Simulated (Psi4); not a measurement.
# One shape, several levels: [SiH3]− (SMILES [SiH3-])

We compute a comparison of 4 runs (HF/3-21G, UHF-D3(BJ)/def2-SVP, PBE0/6-31G*, VSXC/6-311++G(2d,2p)) of [SiH3]−. 

The results are computed with Psi4 1.11.

## 1. The molecule

The species is [SiH3]− (4 atoms), meant as a singlet with charge -1. As SMILES, `[SiH3-]`. Geometry: relaxed at PBE0-D4/def2-TZVPD.

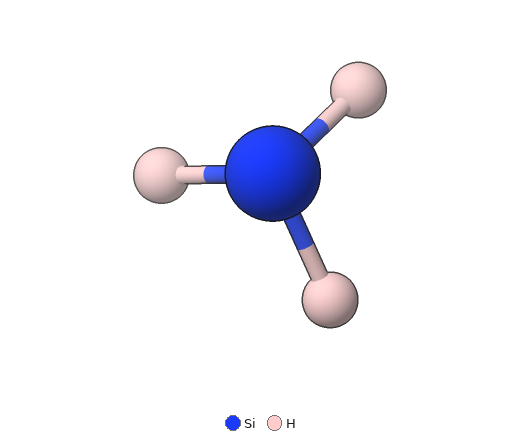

Viewed from a chosen angle; silicon blue, hydrogen pink.

## 2. The energy at HF/3-21G (run 1)

job.dat

```
memory 1.6 GB

molecule {
  -1 1
  Si     1.01988519    -0.09580911    -0.56861859
  H      0.80615716     1.17597657     2.05205360
  H     -0.56408325    -2.42584143     0.20182275
  H     -1.26195911     1.34586295    -1.68525776
  units bohr
  symmetry c1
}

set globals {
  basis         3-21G
  reference     rhf
  puream        true
  e_convergence 1e-09
  d_convergence 1e-08
  scf_type      pk
}

result, w = energy("hf", return_wfn=True)
oeprop(w, "QUADRUPOLE", "MULLIKEN_CHARGES", "WIBERG_LOWDIN_INDICES", title="HF")
print_variables()
```

Started as:

```sh
$ psi4 job.dat job.out -n 1
```

job.out:

```text
[...]
  Running in c1 symmetry.
[...]
  Nuclear repulsion =   15.080983667835309
[...]
  Multiplicity = 1
[...]
  Nalpha       = 9
  Nbeta        = 9
[...]
    Number of basis functions: 19
[...]
   @RHF iter   1:  -289.04894910733327   -5.73821e-01   9.91534e-03 ADIIS/DIIS
[...]
   @RHF iter   9:  -289.08416522514250   -5.68434e-14   1.53187e-09 DIIS
[...]
    Orbital Energies [Eh]
    ---------------------
    Doubly Occupied:
       1A    -68.009677     2A     -5.818317     3A     -3.912909
       4A     -3.912908     5A     -3.910946     6A     -0.450711
       7A     -0.201842     8A     -0.201824     9A     -0.053070
[...]
  @RHF Final Energy:  -289.08416522514250
   => Energetics <=
    Nuclear Repulsion Energy =             15.0809836678353086
    One-Electron Energy =                -435.3858926171499206
    Two-Electron Energy =                 131.2207437241721379
    Total Energy =                       -289.0841652251424421
[...]
 Multipole Moments:
 ------------------------------------------------------------------------------------
     Multipole            Electronic (a.u.)      Nuclear  (a.u.)        Total (a.u.)
 ------------------------------------------------------------------------------------
 L = 1.  Multiply by 2.5417464519 to convert [e a0] to [Debye]
 Dipole X            :          1.7715989           -1.8248966           -0.0532976
 Dipole Y            :         -0.1665180            0.1715173            0.0049993
 Dipole Z            :         -0.9875691            1.0174382            0.0298691
 Magnitude           :                                                    0.0613008
 L = 2.  Multiply by 1.3450342976 to convert [e a0^2] to [Debye ang]
 Quadrupole XX       :        -25.3466506            6.9783664          -18.3682842
 Quadrupole XY       :         -0.0127924            0.2028101            0.1900177
[...]
  Mulliken Charges: (a.u.)
   Center  Symbol    Alpha    Beta     Spin     Total
       1    SI     7.08493  7.08493  0.00000 -0.16986
       2     H     0.63836  0.63836  0.00000 -0.27671
       3     H     0.63836  0.63836  0.00000 -0.27671
       4     H     0.63835  0.63835  0.00000 -0.27671
   Total alpha =  9.00000, Total beta =  9.00000, Total charge = -1.00000
  Wiberg Bond Indices using Orthogonal Lowdin Orbitals:
[...]
```

It took 1.7 s on 1 thread of AMD EPYC 7B13 (Zen 3), shared host; peak memory 0.2 GiB.

## 3. The charge distribution at UHF-D3(BJ)/def2-SVP (sfX2C, density fitting, ddCOSMO ethanol) (run 2)

h3si.py

```python
import psi4

psi4.set_memory('1600 MB')
psi4.set_num_threads(1)
psi4.core.set_output_file('h3si.out', False)

molecule = psi4.geometry("""
-1 1
Si
H 1 1.545618
H 1 1.545667 2 94.0712
H 1 1.545715 2 94.06746 3 94.37823
symmetry c1
""")

psi4.set_options({
    'reference': 'uhf',
    'scf_type': 'mem_df',
    'damping_percentage': 10,
    'maxiter': 100,
    'relativistic': 'x2c',
    'ddx': True,
    'ddx_model': 'cosmo',
    'ddx_solvent': 'ethanol',
    'ddx_radii_set': 'bondi',
})

e_tot, wfn = psi4.energy('hf-d3bj2b/def2-SVP', return_wfn=True)
psi4.oeprop(wfn, 'MULLIKEN_CHARGES', 'WIBERG_LOWDIN_INDICES', 'LOWDIN_CHARGES', 'MULTIPOLE(3)')
print(f'hf-d3bj2b/def2-SVP energy: {e_tot:.10f} Eh')
for k, v in sorted(psi4.core.scalar_variables().items()):
    print(f'{k:45s} {v:18.10f}')
```

Started as:

```sh
$ python h3si.py
```

h3si.out:

```text
[...]
  Running in c1 symmetry.
[...]
  Nuclear repulsion =   15.080985266011222
[...]
  Multiplicity = 1
[...]
  Nalpha       = 9
  Nbeta        = 9
[...]
    Number of basis functions: 33
[...]
    WARNING: The X2C and Dirac Hamiltonians have substatially different eigenvalues!
             This is probably caused by the recontraction of the basis set.
[...]
   @DF-UHF iter   1:  -291.15119384003509   -6.33131e-01   5.64931e-03 DIIS/ADIIS
[...]
   @DF-UHF iter  11:  -291.19139408469090    2.12960e-07   3.88530e-09 DIIS/DAMP=10%
[...]
   @S^2 Observed:                3.552713679E-15
[...]
  @DF-UHF Final Energy:  -291.19139408469090
   => Energetics <=
    Nuclear Repulsion Energy =             15.0809852660112220
    One-Electron Energy =                -437.6370932161382257
    Two-Electron Energy =                 131.4783031887550919
    DD Solvation Energy =                 -0.0974163615003315
    Total Energy =                       -291.1913940846908986
  UHF NO Occupations:
  HONO-2 :    7  A 2.0000000
[...]
 Multipole Moments:
 ------------------------------------------------------------------------------------
     Multipole            Electronic (a.u.)      Nuclear  (a.u.)        Total (a.u.)
 ------------------------------------------------------------------------------------
 L = 1.  Multiply by 2.5417464519 to convert [e a0] to [Debye]
 Dipole X            :         -1.3354477            1.2995434           -0.0359043
 Dipole Y            :         -1.2401437            1.2038025           -0.0363411
 Dipole Z            :         -1.1504193            1.1211116           -0.0293077
 Magnitude           :                                                    0.0588960
 L = 2.  Multiply by 1.3450342976 to convert [e a0^2] to [Debye ang]
 Quadrupole XX       :        -25.2921012            8.0426006          -17.2495006
 Quadrupole XY       :          0.1972843           -1.0140303           -0.8167459
[...]
  Mulliken Charges: (a.u.)
   Center  Symbol    Alpha    Beta     Spin     Total
       1    SI     7.04775  7.04775  0.00000 -0.09550
       2     H     0.65130  0.65130  0.00000 -0.30261
       3     H     0.64982  0.64982  0.00000 -0.29963
       4     H     0.65113  0.65113  0.00000 -0.30226
   Total alpha =  9.00000, Total beta =  9.00000, Total charge = -1.00000
  Lowdin Charges: (a.u.)
   Center  Symbol    Alpha    Beta     Spin     Total
       1    SI     7.18260  7.18260  0.00000 -0.36521
       2     H     0.60591  0.60591  0.00000 -0.21181
[...]
```

On the terminal:

```text
hf-d3bj2b/def2-SVP energy: -291.1913940847 Eh
CURRENT ENERGY                                   -291.1913940847
CURRENT REFERENCE ENERGY                         -291.1913940847
DD SOLVATION ENERGY                                -0.0974163615
DISPERSION CORRECTION ENERGY                       -0.0161729618
HF KINETIC ENERGY                                 288.4294288867
HF POTENTIAL ENERGY                              -579.6208229714
HF TOTAL ENERGY                                  -291.0778047614
HF-D3(BJ) DISPERSION CORRECTION ENERGY             -0.0161729618
NUCLEAR REPULSION ENERGY                           15.0809852660
ONE-ELECTRON ENERGY                              -437.6370932161
PCM POLARIZATION ENERGY                             0.0000000000
PE ENERGY                                           0.0000000000
SCF ITERATION ENERGY                             -291.1913940847
SCF ITERATIONS                                     11.0000000000
SCF TOTAL ENERGY                                 -291.1913940847
TWO-ELECTRON ENERGY                               131.4783031888
```

Wall time 4.5 s (1 thread of AMD EPYC 7B13 (Zen 3), shared host); peak memory 0.2 GiB.

Atomic charges (e):

```
atom  Löwdin  Mulliken
 Si1  -0.365    -0.096
  H2  -0.212    -0.303
  H3  -0.211    -0.300
  H4  -0.212    -0.302
```

Run 3 isn't shown in full; the table further down has it.

## 4. The energy at VSXC/6-311++G(2d,2p) (run 4)

input.json

```json
{
  "schema_name": "qcschema_input",
  "schema_version": 1,
  "molecule": {
    "schema_name": "qcschema_molecule",
    "schema_version": 2,
    "symbols": ["Si", "H", "H", "H"],
    "geometry": [1.01988519, -0.09580911, -0.56861859, 0.80615716, 1.17597657, 2.0520536, -0.56408325, -2.42584143, 0.20182275, -1.26195911, 1.34586295, -1.68525776],
    "molecular_charge": -1,
    "molecular_multiplicity": 1,
    "fix_com": true,
    "fix_orientation": true
  },
  "driver": "energy",
  "model": {
    "method": "vsxc",
    "basis": "6-311++G(2d,2p)"
  },
  "keywords": {
    "reference": "rks",
    "scf_type": "direct",
    "e_convergence": 1e-10,
    "screening": "schwarz"
  }
}
```

Started as:

```sh
$ psi4 --qcschema input.json -n 1 --memory 1600MB
```

stdout:

```text
[...]
  Running in c1 symmetry.
[...]
  Nuclear repulsion =   15.080983667835309
[...]
  Multiplicity = 1
[...]
  Nalpha       = 9
  Nbeta        = 9
[...]
    Number of basis functions: 65
[...]
   @DF-RKS iter   1:  -291.24252406459055   -2.74438e-01   7.80184e-03 ADIIS/DIIS
[...]
   @RKS iter  13:  -291.40764488946814   -1.13687e-12   2.11661e-07 DIIS
[...]
    Orbital Energies [Eh]
    ---------------------
    Doubly Occupied:
       1A    -65.353552     2A     -4.884174     3A     -3.275069
       4A     -3.275067     5A     -3.271961     6A     -0.236432
       7A     -0.068933     8A     -0.068916     9A      0.034604
[...]
  @RKS Final Energy:  -291.40764488946814
   => Energetics <=
    Nuclear Repulsion Energy =             15.0809836678353086
    One-Electron Energy =                -437.1892026809514391
    Two-Electron Energy =                 152.9835679887906963
    DFT Exchange-Correlation Energy =     -22.2829938651427142
    Empirical Dispersion Energy =           0.0000000000000000
    VV10 Nonlocal Energy =                  0.0000000000000000
    Total Energy =                       -291.4076448894681448
[...]
 Multipole Moments:
 ------------------------------------------------------------------------------------
     Multipole            Electronic (a.u.)      Nuclear  (a.u.)        Total (a.u.)
 ------------------------------------------------------------------------------------
 L = 1.  Multiply by 2.5417464519 to convert [e a0] to [Debye]
 Dipole X            :        -14.2074693           13.2585075           -0.9489619
 Dipole Y            :          1.3344931           -1.2453295            0.0891637
 Dipole Z            :          7.9211723           -7.3920417            0.5291307
 Magnitude           :                                                    1.0901642
[...]
```

The result, in JSON:

```text
{
 "driver": "energy",
 "model": {
  "method": "vsxc",
  "basis": "6-311++G(2d,2p)"
 },
 "success": true,
 "return_result": -291.40764488946814,
 "properties": {
  "calcinfo_nbasis": 65,
  "calcinfo_nmo": 65,
  "calcinfo_nalpha": 9,
  "calcinfo_nbeta": 9,
  "calcinfo_natom": 4,
  "nuclear_repulsion_energy": 15.080983667835309,
  "return_energy": -291.40764488946814,
  "scf_one_electron_energy": -437.18920268095144,
  "scf_two_electron_energy": 152.9835679887907,
  "scf_xc_energy": -22.282993865142714,
  "scf_dipole_moment": [-0.9489618876085668, 0.08916368941590047, 0.5291306684275048],
  "scf_total_energy": -291.40764488946814,
  "scf_iterations": 13
 }
}
```

Run time: 7.8 s. Hardware: 1 thread of AMD EPYC 7B13 (Zen 3), shared host; peak memory 0.59 GiB.

## 5. All runs side by side

```
run                                                          level        task  integrals  energy (Eh)  HOMO energy (eV)  LUMO energy (eV)  HOMO–LUMO gap (eV)  wall time
  1                                                       HF/3-21G      energy         pk  -289.084165             -1.44             10.75               12.20      1.7 s
  2  UHF-D3(BJ)/def2-SVP (sfX2C, density fitting, ddCOSMO ethanol)  properties     mem_df  -291.191394             -6.84              5.38               12.22      4.5 s
  3                              PBE0/6-31G* (spherical functions)    gradient         pk  -291.117023              0.69              7.22                6.53      5.1 s
  4                                           VSXC/6-311++G(2d,2p)      energy     direct  -291.407645              0.94              3.61                2.67      7.8 s
```

## 6. Outcome

| quantity | value |
| --- | --- |
| run 4: total energy | -291.40764 Eh |
| run 4: HOMO energy | 0.94 eV |
| run 4: LUMO energy | 3.61 eV |
| run 4: HOMO–LUMO gap (to an unbound level, set by the basis) | 2.67 eV |

In words: The HOMO–LUMO gap runs from 2.67 eV (VSXC/6-311++G(2d,2p)) to 12.22 eV (UHF-D3(BJ)/def2-SVP). The two ends differ in method and basis and solvent and Hamiltonian. The empty levels of an anion lie above zero and hang on the basis. Totals of different functionals can't be ranked against each other. Some runs of one species differ in core potentials or relativity; totals across that change don't compare. In runs 3, 4 the HOMO lies above zero, so the outermost electron may be held by the basis alone. All runs together took 19 s, the longest 7.8 s.
